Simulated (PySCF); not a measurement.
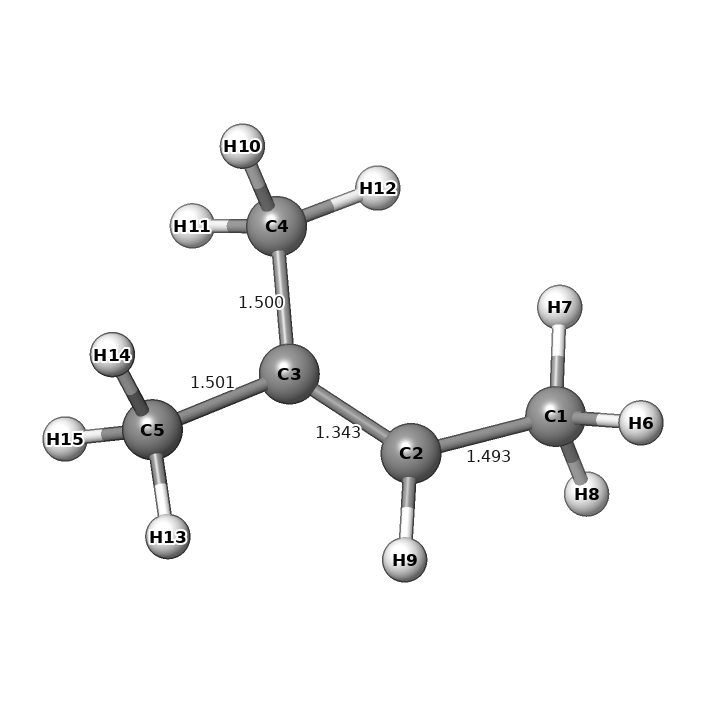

The numbers beside the sticks are distances in Å. Sticks don't show bond order. The computed structure is the end point of a PBE0-D3(BJ)/def2-SVP optimisation. No frequency run is at hand to confirm it as a minimum.

**Assign a bond order to each marked bond.**

C1–C2 single; C2–C3 double; C3–C4 single; C3–C5 single.

**Write the SMILES.**

CC=C(C)C
